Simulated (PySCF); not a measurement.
# HS− (SMILES [SH-]) at CISD/SBKJC (core potential)

Aim: the vertical singlet–triplet gap of HS− at CISD/SBKJC (core potential), from 2 runs. Input form: a Python script.

Program for the calculation: PySCF 2.14.0.

13 further runs of the same task are left out: 3 that didn't finish, 10 set aside as unsound or not needed.

### Step 1. Starting point

HS−: 2 atoms, total charge -1, spin state singlet. As SMILES, `[SH-]`. The coordinates come from a PBE0-D4/def2-TZVPD relaxation.

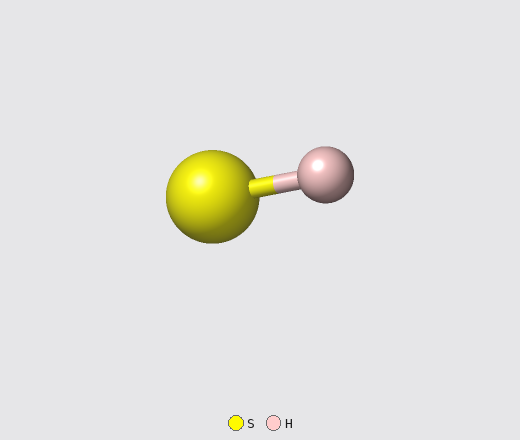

The structure, seen from a chosen angle (sulfur yellow, hydrogen pink).

### Step 2. The energy at CISD/SBKJC (core potential)

job.py reads:

```python
from pyscf import gto, ci

system = gto.M(
    atom=[
    ('S', (0.574700, -0.187900, 0.295500)),
    ('H', (-0.574700, 0.187900, -0.295500)),
],
    max_memory=1860,
    basis='sbkjc',
    verbose=3,
    spin=0,
    ecp={'S': 'sbkjc'},
    charge=-1,
)

mf = system.RHF()
mf.conv_tol = 1e-10
mf.kernel()
if not mf.converged:
    mf = mf.newton().run(mf.mo_coeff, mf.mo_occ)

cisd = ci.CISD(mf)
cisd.kernel()
e_final = cisd.e_tot
print('E(%s) = %.9f' % ('CISD', e_final))
```

Run with:

```bash
$ OMP_NUM_THREADS=1 python job.py
```

What it wrote:

```text
converged SCF energy = -10.5041901030456
E(RCISD) = -10.55571042992772  E_corr = -0.05152032688208363
E(CISD) = -10.555710430
```

It took 0.77 s on 1 thread of Arm Neoverse V1, shared host; peak memory 0.12 GiB.

### Step 3. The triplet, same level

geometry.xyz reads:

```xyz
2
HS
S      0.574700    -0.187900     0.295500
H     -0.574700     0.187900    -0.295500
```

calc.py reads:

```python
from pyscf import gto, scf, ci

mol = gto.Mole()
mol.atom = 'geometry.xyz'
mol.spin = 2
mol.ecp = {'S': 'sbkjc'}
mol.verbose = 4
mol.max_memory = 1860
mol.charge = -1
mol.basis = 'sbkjc'
mol.build()

mf = scf.UHF(mol)
mf.conv_tol = 1e-10
mf.kernel()
if not mf.converged:
    mf = mf.newton().run(mf.mo_coeff, mf.mo_occ)

cisd = ci.CISD(mf)
cisd.kernel()
etot = cisd.e_tot
print('E = %.10f Eh' % etot)
```

Run with:

```bash
$ OMP_NUM_THREADS=1 python calc.py
```

What it wrote:

```text
PySCF version 2.14.0

[INPUT] num. atoms = 2
[INPUT] num. electrons = 8
[INPUT] charge = -1
[INPUT] spin (= nelec alpha-beta = 2S) = 2
[INPUT] symmetry False subgroup None
[INPUT] Mole.unit = angstrom
[INPUT] Symbol           X                Y                Z      unit          X                Y                Z       unit  Magmom
[INPUT]  1 S      0.574700000000  -0.187900000000   0.295500000000 AA    1.086025603788  -0.355079538806   0.558414069809 Bohr   0.0
[INPUT]  2 H     -0.574700000000   0.187900000000  -0.295500000000 AA   -1.086025603788   0.355079538806  -0.558414069809 Bohr   0.0

nuclear repulsion = 2.35894595498088
number of shells = 6
number of NR pGTOs = 19
number of NR cGTOs = 10
basis = sbkjc
ecp = {'S': 'sbkjc'}

******** <class 'pyscf.scf.uhf.UHF'> ********
method = UHF
initial guess = minao
damping factor = 0
level_shift factor = 0
DIIS = <class 'pyscf.scf.diis.CDIIS'>
diis_start_cycle = 1
diis_space = 8
diis_damp = 0
SCF conv_tol = 1e-10
SCF conv_tol_grad = None
SCF max_cycles = 50
direct_scf = True
direct_scf_tol = 1e-13
number electrons alpha = 5  beta = 3
Set gradient conv threshold to 1e-05
init E= -9.81934672451784
[... the frontier-level lines of each cycle are left out ...]



cycle= 1 E= -10.2756733471912  delta_E= -0.456  |g|= 0.0684  |ddm|= 5.79
cycle= 2 E= -10.2809189372073  delta_E= -0.00525  |g|= 0.0268  |ddm|= 0.362
cycle= 3 E= -10.282341358601  delta_E= -0.00142  |g|= 0.0094  |ddm|= 0.243
cycle= 4 E= -10.2825952268601  delta_E= -0.000254  |g|= 0.00229  |ddm|= 0.141
cycle= 5 E= -10.2826124112604  delta_E= -1.72e-05  |g|= 0.00108  |ddm|= 0.0308
cycle= 6 E= -10.2826175755347  delta_E= -5.16e-06  |g|= 0.000238  |ddm|= 0.0233
cycle= 7 E= -10.2826177781294  delta_E= -2.03e-07  |g|= 3.97e-05  |ddm|= 0.00506
cycle= 8 E= -10.2826177816434  delta_E= -3.51e-09  |g|= 8.69e-06  |ddm|= 0.000386
cycle= 9 E= -10.2826177818147  delta_E= -1.71e-10  |g|= 2.61e-06  |ddm|= 4.47e-05
cycle= 10 E= -10.2826177818337  delta_E= -1.89e-11  |g|= 5.04e-07  |ddm|= 3.33e-05
Extra cycle  E= -10.2826177818341  delta_E= -4.19e-13  |g|= 2.46e-07  |ddm|= 1.58e-06
converged SCF energy = -10.2826177818341  <S^2> = 2.0027811  2S+1 = 3.0018535

******** <class 'pyscf.ci.ucisd.UCISD'> ********
CISD nocc = (np.int64(5), np.int64(3)), nmo = (10, 10)
max_cycle = 50
direct = 0
conv_tol = 1e-09
max_cycle = 50
max_space = 12
lindep = 0
nroots = 1
Init t2, MP2 energy = -0.0275684279089124
UCISD converged
E(UCISD) = -10.31754560399056  E_corr = -0.03492782215644586
E = -10.3175456040 Eh
```

Wall time 0.74 s (1 thread of Arm Neoverse V1, shared host); peak memory 0.12 GiB.

### Step 4. What came out

At CISD/SBKJC (core potential):

| quantity | value |
| --- | --- |
| singlet: total energy | -10.55571 Eh |
| singlet: HOMO energy (Hartree–Fock orbitals) | -2.07 eV |
| singlet: LUMO energy (Hartree–Fock orbitals) | 12.77 eV |
| singlet: HOMO–LUMO gap (to an unbound level, set by the basis) | 14.84 eV |
| singlet: correlation energy | -51.5 mEh |
| triplet: total energy | -10.31755 Eh |
| triplet: HOMO energy (Hartree–Fock orbitals) (highest over α and β) | 4.47 eV |
| triplet: LUMO energy (Hartree–Fock orbitals) (lowest over α and β) | 7.19 eV |
| triplet: correlation energy | -34.9 mEh |
| triplet: ⟨S²⟩ of the reference determinant | 2.003 |
| vertical energy of the triplet above the singlet | 6.481 eV |

At this shape the triplet lies 6.48 eV (149 kcal/mol) above the singlet. For an anion a state so high probably lies above electron detachment. The HOMO (triplet) lies at positive energy, 4.47 eV: the electron is unbound at this level or held by a compact basis; values depend on the basis.
